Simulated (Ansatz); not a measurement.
# How basis sets differ on RbBr (SMILES [Br][Rb])

RbBr, singlet, SMILES `[Br][Rb]`. Each level relaxes the structure for itself.

Each level gives the harmonic wavenumber (cm⁻¹). The values are calculated.

**The experiment to reproduce.** Huber and Herzberg, Constants of Diatomic Molecules gives the harmonic wavenumber of the gas as 169 cm⁻¹.

```
                        level  kind  program  value (cm⁻¹)  computed − measured
PBE/def2-SVP (core potential)   GGA   Ansatz           168                   -1
              PBE/Sapporo-DZP   GGA   Ansatz           155                  -14
              PBE/Sapporo-TZP   GGA   Ansatz           162                   -7
              PBE/Sapporo-QZP   GGA   Ansatz           164                   -5
```

Nearest: PBE/def2-SVP (core potential) (-1 cm⁻¹); farthest: PBE/Sapporo-DZP (-14 cm⁻¹). All-electron rows without a relativistic Hamiltonian named are non-relativistic, while core potentials hold scalar relativity, so basis and relativity change together. Harmonic and unscaled.

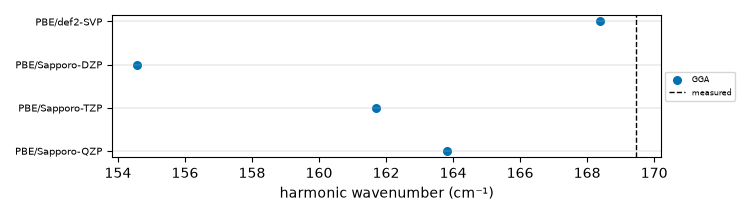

The values of the table, level by level.
